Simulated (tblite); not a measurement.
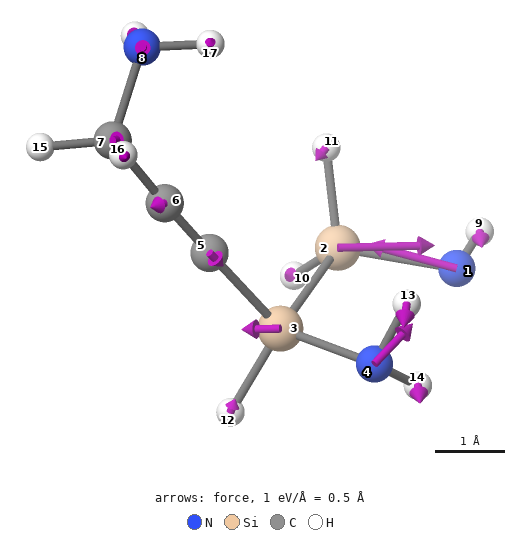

Starting geometry of C₃H₁₀N₃Si₂ (multiplicity 2) with the computed forces as purple arrows. A ball-and-stick model, seen from a free direction.

The calculation used GFN2-xTB geometry optimisation, gas phase (tblite 0.8.0). 

**What follows when this structure is relaxed?**

It isn't relaxed: the largest force vector, on a Si atom, is 2.96 eV/Å. The final displacements have little in common with the starting forces (cosine between the two patterns 0.20). After 177 geometry steps the energy has fallen by 106.4 kJ/mol. The largest move after the best rigid fit is that of an H atom, 1.40 Å. By element the largest moves are H 1.40 Å, N 0.48 Å, Si 0.43 Å, C 0.20 Å. Some distances before and after: N–Si 1.779 → 1.638 Å, Si–Si 2.368 → 2.419 Å, H–Si 1.493 → 1.462 Å, H–N 1.034 → 1.008 Å. Bond angles that change, for instance: N–Si–H 108.9° → 129.3°, Si–N–H 106.5° → 123.3°, Si–N–H 103.7° → 118.9°. Groups turn about N–Si by about 85°, Si–Si by about 35°.
